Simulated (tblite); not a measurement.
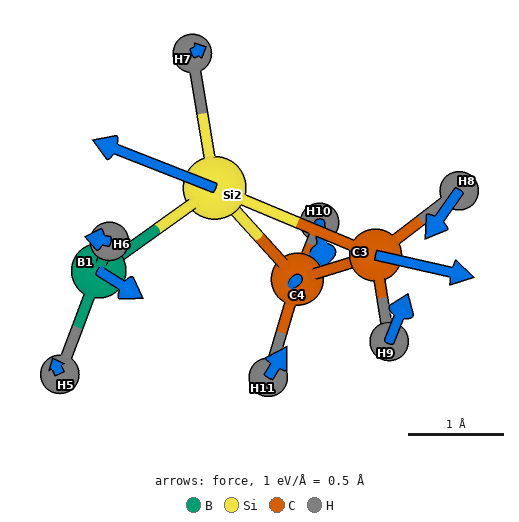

Starting geometry of C$_{2}$H$_{7}$BSi with the computed forces as blue arrows. A ball-and-stick model, seen from a free direction.

Theory: GFN2-xTB geometry optimisation, gas phase (tblite 0.8.0). 

What follows when this structure is relaxed?

It isn't relaxed: the largest force vector, on Si2, is 2.96 eV/Å. The final displacements have little in common with the starting forces (cosine between the two patterns 0.16). The atom that moves furthest after the best rigid fit is H6 (1.03 Å). Largest moves by element: H 1.03 Å, Si 0.18 Å, C 0.14 Å, B 0.11 Å. Near-neighbour distances that change, for instance: Si2–C3 1.837 → 1.923 Å, Si2–C4 1.845 → 1.923 Å, C4–H10 1.130 → 1.079 Å, C3–H8 1.122 → 1.079 Å. Among the angles between lasting bonds that change: C3–Si2–H7 120.8° → 106.7°, B1–Si2–H7 117.4° → 128.5°, C4–Si2–H7 116.0° → 106.6°. Over 44 geometry steps the energy falls by 13.9 kcal/mol. The run took 0.14 s on 1 thread of Arm Neoverse V2 (shared host).
